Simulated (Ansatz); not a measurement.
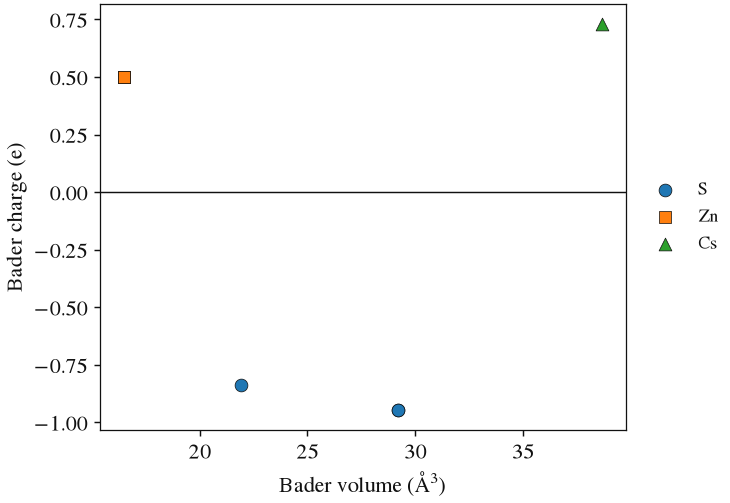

Bader charges of the atoms (positive: electrons lost), against the volumes of their basins.

System: CsZn₄S₃, space group P4/mmm (No. 123), 8 atoms in the cell.

```
Cs S Zn
1.0
     4.18119    0.00000    0.00000
     0.00000    4.18119    0.00000
     0.00000    0.00000   10.57511
Cs S Zn
1 3 4
Direct
  0.00000 0.00000 0.50000
  0.50000 0.50000 0.27771
  0.50000 0.50000 0.72229
  0.00000 0.00000 0.00000
  0.00000 0.50000 0.15339
  0.50000 0.00000 0.15339
  0.00000 0.50000 0.84661
  0.50000 0.00000 0.84661
```

Method: DFT with LDA, PAW plane waves, no spin polarisation, 8×8×4 k mesh, 420 eV cutoff, Fermi-Dirac smearing of 0.1 eV (Ansatz 0.2.0).

> What are the charges by element?

The Bader charges are Cs +0.73 e, Zn +0.50 e and S from −0.95 to −0.84 e. Summed over the cell, Zn gives up most (2.0 e) and S takes most (2.7 e).

> Which atoms take the most room?

Cs has the largest basins, 38.7 Å³ on average, and Zn the smallest, 16.5 Å³.

The structure was built from a prototype or by substitution, so it need not be a known phase.
